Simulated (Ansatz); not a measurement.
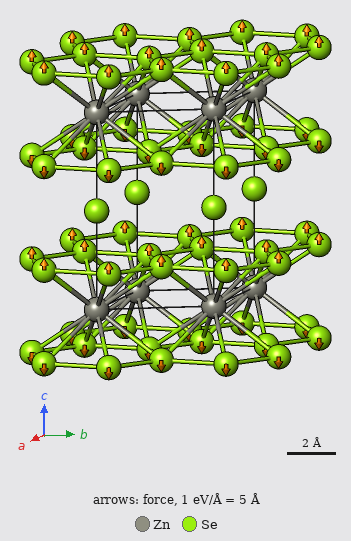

Starting geometry of solid ZnSe5 (a generated structure, set up in P6/mmm) (coarse preliminary run) with the computed forces as orange arrows. The picture is a ball-and-stick view of the cell of the calculation, seen slightly off an axis.

Method: DFT PBE, scalar-relativistic, plane waves, PAW in Ansatz.

The input:
```yaml
crystal:
  lattice:
    - [4.99565786, 0.0, 0.0]
    - [-2.49782893, 4.32636662, 0.0]
    - [0.0, 0.0, 8.38285075]
  atoms:
    - { symbol: Zn, position: [0.0, 0.0, 0.0] }
    - { symbol: Se, position: [0.33333333, 0.66666667, 0.76278302] }
    - { symbol: Se, position: [0.33333333, 0.66666667, 0.23721698] }
    - { symbol: Se, position: [0.66666667, 0.33333333, 0.23721698] }
    - { symbol: Se, position: [0.66666667, 0.33333333, 0.76278302] }
    - { symbol: Se, position: [0.0, 0.0, 0.5] }
basis:
  ecutwfc: 420
kpoints:
  mp_grid: { grid: [6, 6, 2] }
hamiltonian:
  xc: pbe
scf:
  occupations: { method: gaussian, width: 0.1 }
  lower_state_search: "off"
output:
  forces: true
  stress: true
  eigenvalues: true
relax:
  adjacent_minimum: "off"
  f_tol: 0.04
  max_steps: 70
  cell: { stress_tol: 0.4 }
```

Run as
```bash
ansatz run input.yaml --threads 1 --pin off --max-ram 2560MiB --backend cpu --events-out ev --progress --plain --runs-dir out
```

> What follows when this structure is relaxed?

It isn't relaxed: the largest force vector, on Se atoms, is 0.11 eV/Å. The atoms end up moving mostly along the starting forces (cosine between the two patterns 1.00). After 6 accepted moves (7 points after the start) the energy has fallen by 268 meV per atom. Largest force component: 0.11 eV/Å at the start, 0.029 eV/Å at the end. Pressure: −7.63 GPa at the start and −0.04 GPa at the end. The SCF was repeated once at an unchanged geometry on a basis and grid sized afresh for the cell, which shifted the energy by 0.6 meV per atom at most. The largest moves relative to the cell, 0.040 Å, are those of Se2, Se3, Se4 and Se5. Se5 goes along −c. Zn stays in place. Cell: a = b 4.996 → 4.660 Å (−6.7 %), c 8.383 → 6.845 Å (−18.3 %). Volume −29.0 %. Among the contacts that change: Zn1–Se6 4.191 → 3.422 Å, Se2–Se3 3.977 → 3.327 Å, Se2–Se6 3.629 → 3.214 Å, Zn1–Se2 3.503 → 3.163 Å. The space group stays P6/mmm (No. 191).

Limits of the set-up: the k-point mesh is coarse for a cell with partly filled bands.
